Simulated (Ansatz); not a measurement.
# CCl2FGeNO: the cost of one run

Method: the settings change from run to run; program: Ansatz 0.2.0, Gaussian basis.

**1. The molecule**

The structure was relaxed beforehand with PBE0-D4 in a triple-zeta def2 set.

SMILES `O=C=[N][Ge]([F])([Cl])[Cl]`, 7 atoms, charge 0, spin multiplicity 1.

Atoms are counted from 1 here; the program's logs count them from 0.

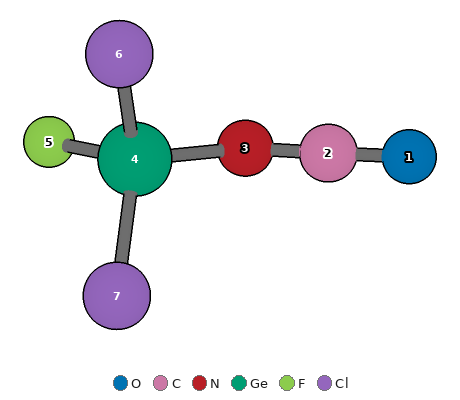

The geometry (oxygen blue, carbon pink, nitrogen red, germanium teal, fluorine green, chlorine purple); atoms are numbered from 1 in the order of the file.

**2. PBE0-DH/x2c-TZVPPall**

This run has charge -1, multiplicity 2, high accuracy.

in.yaml reads:

```yaml
crystal:
  periodic: [false, false, false]
  atoms:
    - {symbol: O, position_ang: [-2.260434, 1.297316, 1.380033]}
    - {symbol: C, position_ang: [-1.598896, 0.608669, 0.725544]}
    - {symbol: N, position_ang: [-0.983129, -0.152316, 0.018758]}
    - {symbol: Ge, position_ang: [0.731597, -0.411500, -0.436554]}
    - {symbol: F, position_ang: [0.727100, -1.732471, -1.516743]}
    - {symbol: Cl, position_ang: [1.912191, -0.933923, 1.229697]}
    - {symbol: Cl, position_ang: [1.532770, 1.256226, -1.446534]}
basis:
  gaussian: {orbitals: x2c-TZVPPall}
total_charge: -1
magnetization: {spin_polarized: true, initial_magnetization: 1}
hamiltonian: {xc: {name: PBE0-DH}}
accuracy: high
output: {forces: true}
```

Started as:

```console
ansatz run in.yaml --threads 2 --pin off --events-out ev --progress --plain --max-ram 32768MiB --backend cpu
```

What time and memory should one allow on 2 threads of AMD EPYC 7R13, shared host?

About 3.4 min, with a peak of 2.8 GiB.
